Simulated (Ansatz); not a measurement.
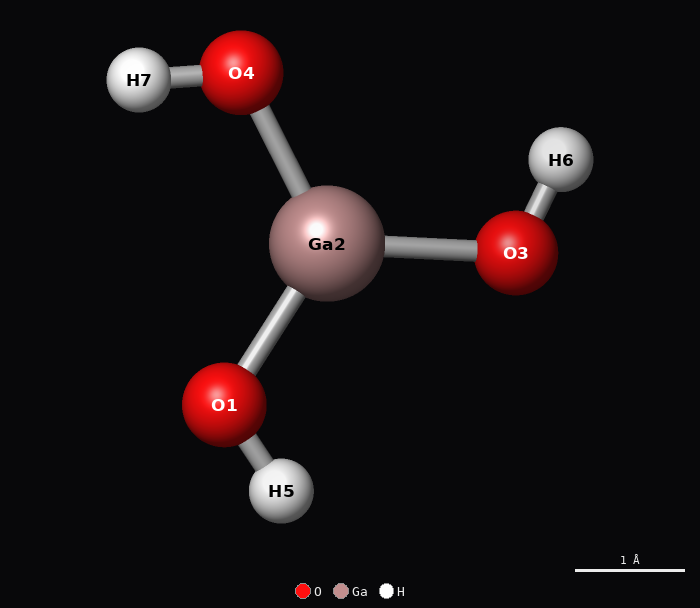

Numbered structure. The computed structure is the end point of a PBE0-D4/def2-TZVP optimisation.

Which atoms are bonded, and how long are the bonds?

| bond | length (Å) |
| --- | --- |
| O1–Ga2 | 1.774 |
| O1–H5 | 0.960 |
| Ga2–O3 | 1.774 |
| Ga2–O4 | 1.774 |
| O3–H6 | 0.960 |
| O4–H7 | 0.960 |
